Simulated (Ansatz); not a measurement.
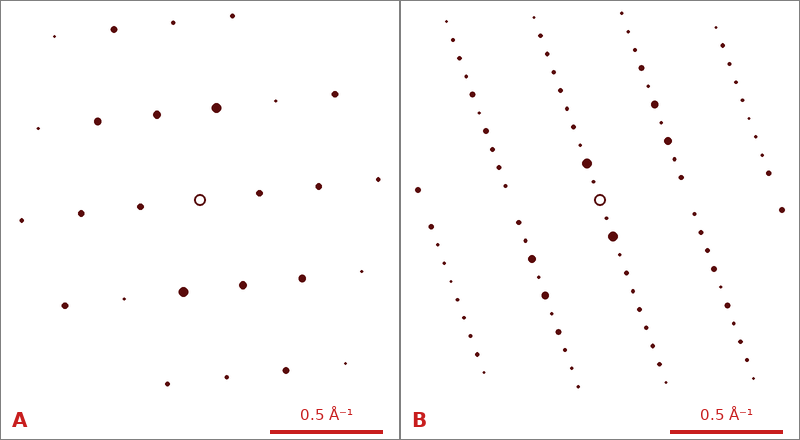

Kinematic electron diffraction patterns (300 kV, B = 0.5 Å², same scale, each along a low-index zone) of two structures of composition P3O2, each relaxed at zero pressure with DFT PBE, scalar-relativistic, plane waves, PAW in Ansatz 0.2.0.

The structures (standard cells):
1. R-3m (No. 166), a = 6.183 Å, c = 5.170 Å (hexagonal axes), 15 atoms; generated start, possibly hypothetical
2. R-3m (No. 166), a = 3.057 Å, c = 34.355 Å (hexagonal axes), 15 atoms; generated start, possibly hypothetical

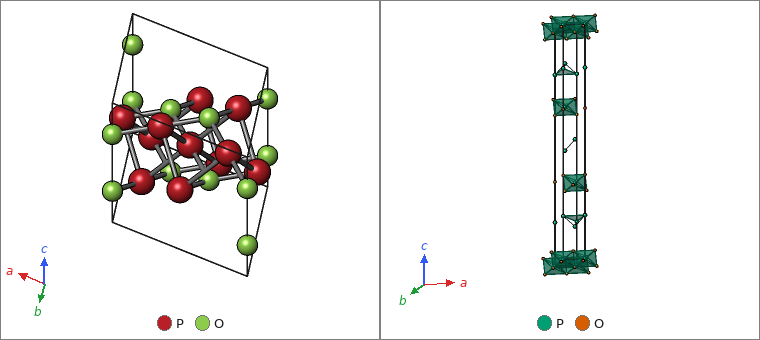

Drawings of the structures 1 to 2, from left to right (each may span several cells).

Which pattern belongs to which structure, and along which zone?

A is structure 1 along [100] or an equivalent direction: oblique net of 0 1 -1 at d = 3.72 Å and 0 2 1 at d = 2.38 Å, 73.4° apart. B is structure 2 along [100] or an equivalent direction: oblique net of 0 0 3 (weak) at d = 11.45 Å and 0 -1 1 at d = 2.64 Å, 85.6° apart (some points of this net are extinct or too weak to see).

Which structure lies lowest at this level of theory, and by how much?

Structure 1 (R-3m, 11.41 Å³ an atom) is the lowest of these; structure 2 (R-3m, 18.53 Å³ an atom) lies about 180 meV an atom higher. These are static energies at 0 K; other structures, not shown, may lie lower still.
